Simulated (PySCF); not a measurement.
Si(Cl)3(OSiH3), SMILES [SiH3]O[Si](Cl)(Cl)Cl at its PBE0/def2-SVP optimised geometry (Å):

```
9

Si    -0.4858    -0.3246     0.0000
O     -1.0365    -1.0657    -1.3944
Si    -1.1616    -2.3415    -2.3815
Cl    -2.0056    -3.9176    -1.3940
Cl    -2.3304    -1.8404    -3.9717
Cl     0.6851    -2.8988    -3.0518
H      1.0044    -0.3246     0.0000
H     -0.9956    -1.0691     1.1860
H     -1.0044     1.0691     0.0000
```

Level of theory: PBE0/def2-TZVP (PySCF). Cells within 0.4 Å of a nucleus heavier than hydrogen are left out (blank, or x).

Map of the LUMO amplitude (bohr^(-3/2)) on the plane z = 0.0 Å; orbital energy -0.45 eV, overall sign arbitrary:

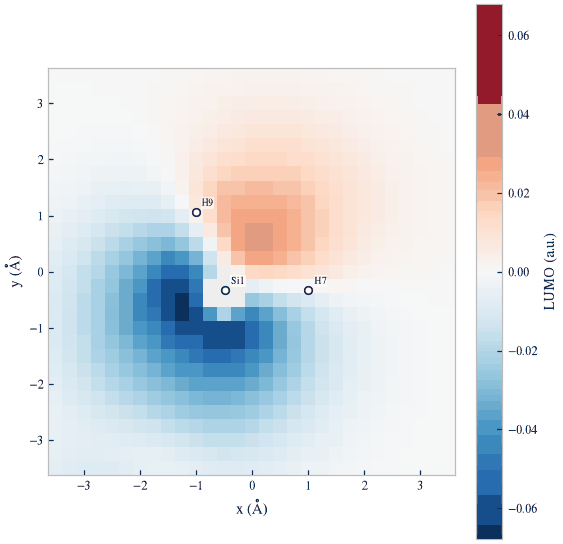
Figure. LUMO amplitude (bohr^(-3/2)) on the plane z = 0.0 Å.
